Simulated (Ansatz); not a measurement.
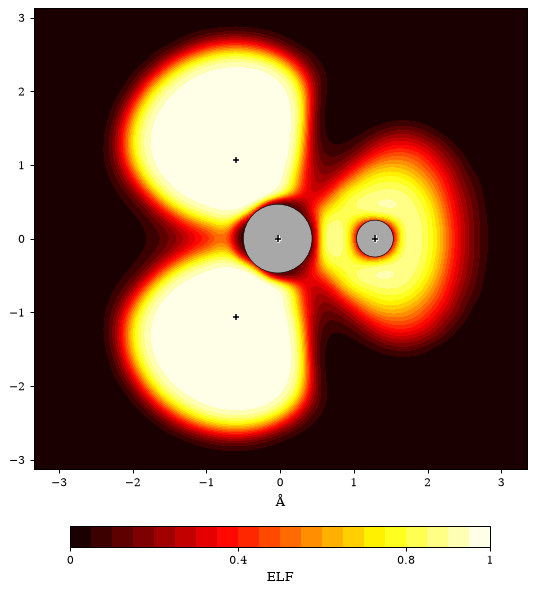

The ELF on a plane through atoms (crosses mark nuclei in the plane; grey discs cover the cores).

The calculation used RKS B3LYP-D4/def2-SVP (Ansatz).

Candidates:
A. BFH2···H2
B. H6Si2
C. BH3O2

> Which candidate gave the map?

Candidate A: BFH2···H2 on the plane of atoms H3, B1 and H4, which holds B, F and H. B–F (1.32 Å): the ELF peaks at about 0.90 between the atoms; a polar covalent bond. B–H (1.21 Å): the ELF climbs to about 1 towards the hydrogen, as it does in any bond to H: an ordinary covalent bond to hydrogen.
